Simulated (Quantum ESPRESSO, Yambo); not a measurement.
# SrTiO3 (Tausonite): G0W0 with Yambo, start to end, part 3 of 3

How does a plane-wave GW calculation on SrTiO3 (Tausonite) run from the first input to the gap?

Quantum ESPRESSO 7.5 and Yambo 5.3.0; PBE and many-body steps on it, plane waves. Known limits of the many-body steps: not at the basis limit; no spin-orbit coupling; coarse k mesh.

So far. Step 3 (Bands along the symmetry lines): The gap is 1.908 eV, as in the run before at this level. Step 4 (Empty states on the mesh, 4×4×4 mesh, 402 bands): On this mesh the gap is 1.908 eV.

**6. Screening and self-energy, 4×4×4 mesh, 402 bands, screening to 272.1 eV**

Now the one-shot GW correction: screening in the RPA, then the self-energy of the levels asked for.

This step: G0W0 on PBE, plane waves, norm-conserving pseudopotentials.

gw3.in

```
HF_and_locXC
gw0
dyson
ppa
em1d
rim_cut
RandQpts= 1000000
RandGvec= 1 RL
EXXRLvcs= 76 Ry
VXCRLvcs= 304 Ry
Chimod= "HARTREE"
% BndsRnXp
 1 | 402 |
%
NGsBlkXp= 20 Ry
% LongDrXp
 1 | 1 | 1 |
%
% GbndRnge
 1 | 402 |
%
DysSolver= "n"
ExtendOut
PPAPntXp= 27.21138 eV
% QPkrange
 10 | 10 | 19 | 22 |
 1 | 1 | 19 | 22 |
%
```

Run with:

```sh
$ OMP_NUM_THREADS=1 mpirun -n 4 yambo -F gw3.in -J gw3 -C gw3 > gw3.log
```

Log:

```text
 Yambo, version 5.3.0

 [02] CORE Variables Setup
 =========================

  [... cell, symmetries and grids as in the set-up ...]

  [02.05] Energies & Occupations
  ==============================

  [X] === General ===
  [X] Electronic Temperature                        :  0.000000  0.000000 [eV K]
  [X] Bosonic    Temperature                        :  0.000000  0.000000 [eV K]
  [X] Finite Temperature mode                       : no
  [X] El. density                                   :  0.67159E+24 [cm-3]
  [X] Fermi Level                                   :  10.04689 [eV]

  [X] === Gaps and Widths ===
  [X] Conduction Band Min                           :  1.907663 [eV]
  [X] Valence Band Max                              :  0.000000 [eV]
  [X] Filled Bands                                  :  20
  [X] Empty Bands                                   :    21   402
  [X] Direct Gap                                    :  2.262791 [eV]
  [X] Direct Gap localized at k                     :  1
  [X] Indirect Gap                                  :  1.907663 [eV]
  [X] Indirect Gap between kpts                     :  10   1
  [X] Last valence band width                       :  0.731989 [eV]
  [X] 1st conduction band width                     :  2.609048 [eV]

 [03] Transferred momenta grid and indexing
 ==========================================

 IBZ Q-points                                      :  10
 BZ  Q-points                                      :   64

 K/Q-points units:
 rlu = crystal or reduced units; cc = cartesian coordinates; iku = interal k-units

 Q [ 1]         [rlu]:  0.000000  0.000000  0.000000
 Q [ 2]         [rlu]:  0.000000  0.000000  0.250000
 Q [ 3]         [rlu]:  0.000000  0.000000 -0.500000
 Q [ 4]         [rlu]:  0.000000  0.250000  0.250000
 Q [ 5]         [rlu]:  0.000000  0.250000 -0.500000
 Q [ 6]         [rlu]:  0.000000 -0.500000 -0.500000
 Q [ 7]         [rlu]:  0.250000  0.250000  0.250000
 Q [ 8]         [rlu]:  0.250000  0.250000 -0.500000
 Q [ 9]         [rlu]:  0.250000 -0.500000 -0.500000
 Q [10]         [rlu]: -0.500000 -0.500000 -0.500000

 [04] Coloumb potential Random Integration (RIM)
 ===============================================

  [04.01] RIM initialization
  ==========================

  * Diagonal components only detected *

  8 x (sBL volume)        :  0.077143 [a.u.]
  sBZ random points       :  1000000
  Points outside the sBZ  :   7992674
  RL volume               :  0.617144 [a.u.]
  Integrated volume       :  0.617710 [a.u.]

  [04.02] RIM integrals
  =====================

  Gamma point sphere radius             :  0.077218 [a.u.]
  Points outside the sphere             :   799758
  [Int_sBZ(q=0) 1/q^2]*(Vol_sBZ)^(-1/3) =:  7.677921
                                 should be <:  7.795600

  Summary of Coulomb integrals for non-metallic bands |Q|[au] RIM/Bare

  Q [1] 0.100000E-4 0.984904 * Q [2] 0.212848 1.050352
  Q [4] 0.301012 1.048056 * Q [7] 0.368663 1.034451
  Q [3] 0.425695 1.019613 * Q [5] 0.475942 1.017752
  Q [8] 0.521368 1.015471 * Q [6] 0.602024 1.012155
  Q [9] 0.638543 1.010963 * Q [10] 0.737326 1.008585

 [05] Dipoles
 ============

  [05.01] Setup: observables and procedures
  =========================================

  [WARNING] [x,Vnl] slows the Dipoles computation. To neglect it rename the ns.kb_pp file

 [06] Dynamic Dielectric Matrix (PPA)
 ====================================

 [WR./gw3//ndb.pp]---------------------------------------------------------------
  Brillouin Zone Q/K grids (IBZ/BZ)                :   10   64   10   64
  RL vectors                                       :   5743 [WF]
  Coulomb cutoff potential                         : none
  Electronic Temperature                           :  0.000000 [K]
  Bosonic    Temperature                           :  0.000000 [K]
  PPA    diel. fun.  energies                      : Perdew, Burke & Ernzerhof(X)+Perdew, Burke & Ernzerhof(C)
  wavefunctions                                    : Perdew, Burke & Ernzerhof(X)+Perdew, Burke & Ernzerhof(C)
  Global Gauge                                     : length
  X matrix size                                    :   691
  X band range                                     :     1   402
  X e/h energy range                               : -1.000000 -1.000000 [eV]
  X Time ordering                                  : R
  X Hxc Kernel                                     : HARTREE
  X Drude frequency                                :  0.000000  0.000000
  X poles                                          :  100.0000 [o/o]
  RL vectors in the sum                            :   5743
  [r,Vnl] included                                 : yes
  Field direction                                  :  0.577350E-5  0.577350E-5  0.577350E-5
  BZ energy Double Grid                            : no
  BZ energy DbGd points                            : 0
  BZ Q point size factor                           : -1.000000
  X Optical Averaged directions                    : none

 [07] Local Exchange-Correlation + Non-Local Fock
 ================================================

 [VXC] Plane waves :   36041
 [EXS] Plane waves :   4553

 QP @ state[ 1 ] K range:  1  1
 QP @ state[ 1 ] b range:  19  22
 QP @ state[ 2 ] K range:  10  10
 QP @ state[ 2 ] b range:  19  22

 [xc] Functional : Perdew, Burke & Ernzerhof(X)+Perdew, Burke & Ernzerhof(C)
 [xc] LIBXC used to calculate xc functional
  PP Number of Atomic Species                      :  3
  NLCC RL compoments                               :   36041
  PP Number of Atomic Species                      :  3
  NLCC RL compoments                               :   36041

 [xc] E_xc :  -22.32465 [Ha]
      E_xc :  -44.64929 [Ry]

  Local XC kind (lXC) : Perdew, Burke & Ernzerhof(X)+Perdew, Burke & Ernzerhof(C)
  Non-Local XC kind (nlXC) : Hartree-Fock

  Corrections @ K [1] :  [eV]
 <19|nlXC|19> = -25.25794 -0.98148E-17 <19|lXC|19> = -20.54184  0.000000
 <20|nlXC|20> = -25.25795 -0.42540E-17 <20|lXC|20> = -20.54184  0.000000
 <21|nlXC|21> = -11.48491 -0.14837E-17 <21|lXC|21> = -18.88296  0.000000
 <22|nlXC|22> = -11.48491 -0.20954E-18 <22|lXC|22> = -18.88296  0.75527E-15

  Corrections @ K [10] :  [eV]
 <19|nlXC|19> = -25.09238 -0.10312E-16 <19|lXC|19> = -20.19479  0.000000
 <20|nlXC|20> = -25.09237  0.11991E-16 <20|lXC|20> = -20.19479  0.000000
 <21|nlXC|21> = -12.96587  0.21775E-18 <21|lXC|21> = -21.98334  0.000000
 <22|nlXC|22> = -12.96587 -0.14850E-18 <22|lXC|22> = -21.98334  0.37763E-15

  [07.01] Hartree-Fock occupations report
  =======================================

  [Hartree-Fock] === General ===
  [Hartree-Fock] Electronic Temperature             :  0.000000  0.000000 [eV K]
  [Hartree-Fock] Bosonic    Temperature             :  0.000000  0.000000 [eV K]
  [Hartree-Fock] Finite Temperature mode            : no
  [Hartree-Fock] El. density                        :  0.67159E+24 [cm-3]
  [Hartree-Fock] Fermi Level                        :  10.04689 [eV]

  [Hartree-Fock] === Gaps and Widths ===
  [Hartree-Fock] Conduction Band Min                :  1.989030 [eV]
  [Hartree-Fock] Valence Band Max                   : -0.043408 [eV]
  [Hartree-Fock] Filled Bands                       :  20
  [Hartree-Fock] Empty Bands                        :    21   402
  [Hartree-Fock] Direct Gap                         :  2.584165 [eV]
  [Hartree-Fock] Direct Gap localized at k          :  2
  [Hartree-Fock] Indirect Gap                       :  2.032438 [eV]
  [Hartree-Fock] Indirect Gap between kpts          :   9   2
  [Hartree-Fock] Last valence band width            :  5.027834 [eV]
  [Hartree-Fock] 1st conduction band width          :  11.54515 [eV]

 [08] Dyson equation: Newton solver
 ==================================

  [08.01] G0W0 (W PPA)
  ====================

  [  GW  ] Bands range     :     1   402
  [GW/PPA] G damping       :  0.100000 [eV]

  QP @ state[ 1 ] K range:  1  1
  QP @ state[ 1 ] b range:  19  22
  QP @ state[ 2 ] K range:  10  10
  QP @ state[ 2 ] b range:  19  22

   Sc/G bands                                       :     1   402
   Sc/G damping                                     :  0.100000 ev
   Sc bands terminator                              : no
   Sx RL components                                 :   4553

   QP @ state[ 1 ] K range                          :  1  1
   QP @ state[ 1 ] b range                          :  19  22
   QP @ state[ 2 ] K range                          :  10  10
   QP @ state[ 2 ] b range                          :  19  22
   GF energies kind                                 : Perdew, Burke & Ernzerhof(X)+Perdew, Burke & Ernzerhof(C)
   GF WF`s kind                                     : Perdew, Burke & Ernzerhof(X)+Perdew, Burke & Ernzerhof(C)
   Xs energies kind                                 : Perdew, Burke & Ernzerhof(X)+Perdew, Burke & Ernzerhof(C)
   Xs WF`s kind                                     : Perdew, Burke & Ernzerhof(X)+Perdew, Burke & Ernzerhof(C)

 [11] Game Over & Game summary
```

Elapsed: 40 min, on 4 MPI ranks of Intel Xeon 6975P-C (Granite Rapids), shared host; peak memory 2.9 GiB.

Numbers from this step:

- G0W0 gap on the points computed: 3.445 eV
- starting gap on the mesh: 1.908 eV
- k of the valence top: -0.5, -0.5, -0.5
- k of the conduction bottom: 0, 0, 0
- least direct G0W0 gap on the computed points: 3.823 eV
- Z at the valence top: 0.7606
- Z at the conduction bottom: 0.7741

The gap on the mesh goes from 1.91 eV to 3.44 eV, a correction of +1.54 eV.

Limits: finite bands, cutoff and mesh; no spin-orbit coupling; coarse k mesh. v1 is the top filled band, c1 the lowest empty one. The levels before and after the correction (eV, zero at the valence-band top of each column):

```tsv
	conduction bottom	valence top
Kohn-Sham	1.91	0.00
G0W0	3.44	0.00
```

```tsv
	level	energy (eV)
Kohn-Sham	Γ v2-v1	-0.355
Kohn-Sham	Γ c1-c2	1.908
Kohn-Sham	(-0.5 -0.5 -0.5) v2-v1	0.000
Kohn-Sham	(-0.5 -0.5 -0.5) c1-c2	4.517
G0W0	Γ v2-v1	-0.379
G0W0	Γ c1-c2	3.445
G0W0	(-0.5 -0.5 -0.5) v2-v1	0.000
G0W0	(-0.5 -0.5 -0.5) c1-c2	6.292
```

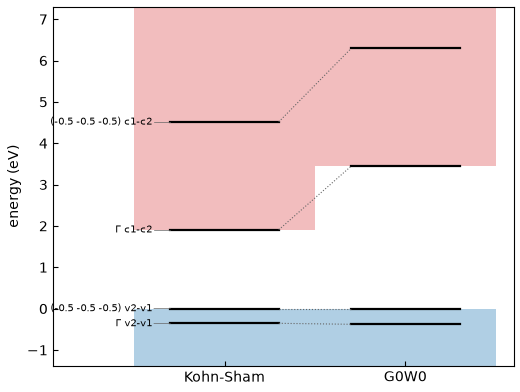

Levels before and after the correction. Shaded: valence and conduction bands.

**7. Where the time went**

Times are wall times on the hardware named with each run, good to a factor of about two.

```tsv
step	time	share	memory (GiB)
ground state	15 s	1 %	0.35
bands along the symmetry lines	10 s	0 %	0.29
empty states on the mesh	71 s	3 %	0.93
conversion and set-up	3.6 s	0 %	0.25
screening and self-energy	40 min	96 %	2.9
```

**8. Outcome**

```json
{"PBE gap": "1.91 eV, indirect", "G0W0 gap on the mesh": "3.44 eV", "GW settings": "4×4×4 mesh, 402 bands, screening to 272.1 eV, Godby-Needs plasmon pole", "known limits": "not at the basis limit; no spin-orbit coupling; coarse k mesh"}
```

What this shows: G0W0 moves the gap on the mesh from 1.91 eV to 3.44 eV (+1.54 eV), with Z of 0.76 and 0.77 at the edges. Only 2 of the mesh's irreducible points were corrected, so a valley elsewhere could overtake. The dearest step here is «screening and self-energy». Against experiment, by G0W0@PBE: the direct gap of 3.82 eV lies +0.05 eV from the measured 3.77 eV (direct, 300 K, 2013). An exciton line or allowed optical edge lies below the quasiparticle gap by the binding energy; a forbidden edge can push the onset above it. The calculation has static nuclei and no excitons; a measured gap holds zero-point and thermal motion, which mostly lowers it. Bands and cutoff are finite, so the gap is not at the basis limit. The miss can reach some tenths of an eV and take either sign; the mesh is an error of its own. In the G0W0 run levels were corrected at 2 k points alone, so a gap called «on the mesh» is the least over those, and an edge elsewhere would be missed. The 4×4×4 mesh is coarse for this cell, which bears on the long-range parts of exchange and screening. This is the ideal cubic cell; many perovskites, halides above all, are cubic only on average, and local tilts or off-centring can widen the gap. The many-body steps are scalar-relativistic: spin-orbit coupling is not in them.

[Paths, hosts, dates, memory and timing lines, banners, echoed tables and standing remarks are left out of the program output.]

[Logs are printed without paths, hosts, clocks, repeated set-up lines and the standing remarks that a program may print on its own settings, such as how far it seeks lower states.]

[Runs of the session that timed out or met a known fault of the program may be left out.]

[Hosts, paths, dates, database ids (printed as entryN), source tags and the programs' standing remarks are cut or masked in the printed files.]
